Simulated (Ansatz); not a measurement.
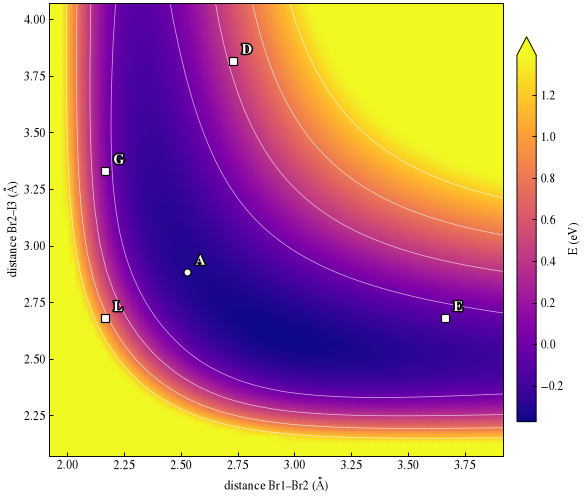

The system Br⁻ + BrI. 
- The first coordinate is: distance Br1–Br2; the second: distance Br2–I3.
- Nothing is relaxed (the angle Br1–Br2–I3 is fixed at 160 degrees).
- The scan uses an 11 × 11 grid.
- Points are written as (first, second).
- All energies are given in eV relative to Br with charge -1 far from the relaxed BrI (each part in its own basis).
- The reference is spin-restricted, so regions where a bond is pulled apart into radicals lie too high.
- Method: RHF/def2-SVPD in Ansatz.

Drawn: a smooth colour map with a few white contour lines, one colour for all values above the top of the scale, lettered points. Between grid points the surface is interpolated.

Is D the lowest point of the computed grid?

Answer. No. D lies 0.81 eV above the lowest grid point, which is at (2.732 Å, 2.680 Å).

What kind of point is each of D, E, L: minimum, saddle, maximum or slope?

Answer. D: on a slope; E: on a slope; L: on a slope. (In these two coordinates alone; a stationary point may lie a little off the grid point.)

Rank the lettered points by energy, lowest first.

Answer. A (−0.32 eV), E (−0.11 eV), G (0.11 eV), D (0.45 eV), L (0.88 eV).
